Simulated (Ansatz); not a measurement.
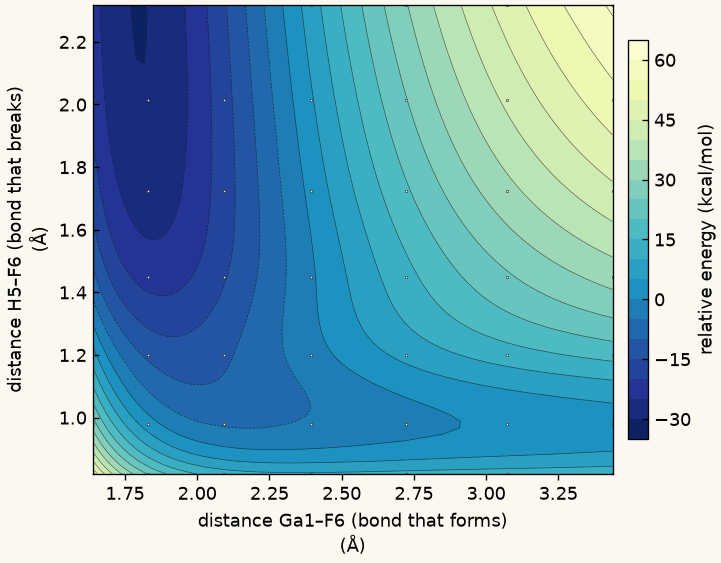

Energy landscape of the reacting system FGaH₅N (fragments GaH₄N + FH where the first distance is long, FGaH₅N where the second is long). The first coordinate is: distance Ga1–F6 (bond that forms); the second: distance H5–F6 (bond that breaks). Relaxed at each point: all other coordinates. The grid has 7 × 7 points. Points are written as (first, second). All energies are given in kcal/mol relative to a guessed transition structure relaxed with its forming and breaking bonds held. The reference is spin-restricted, so regions where a bond is pulled apart into radicals lie too high. These are results of RKS r2SCAN0-D4/def2-SVP in Ansatz 0.2.0, not measurements.

Drawn: filled contours, dots at the grid points. Between grid points the surface is interpolated. 

Where are the wells?

The lowest grid point is at (1.830 Å, 2.319 Å), −30 kcal/mol from a guessed transition structure relaxed with its forming and breaking bonds held. It lies on the edge of the grid, but the force there points inwards, so the minimum lies inside the range. The highest grid point, (3.438 Å, 2.319 Å), lies 91 kcal/mol above the lowest.

Time for the 49 points that were run: 15 min on 1 thread of Arm Neoverse V2 (shared host).
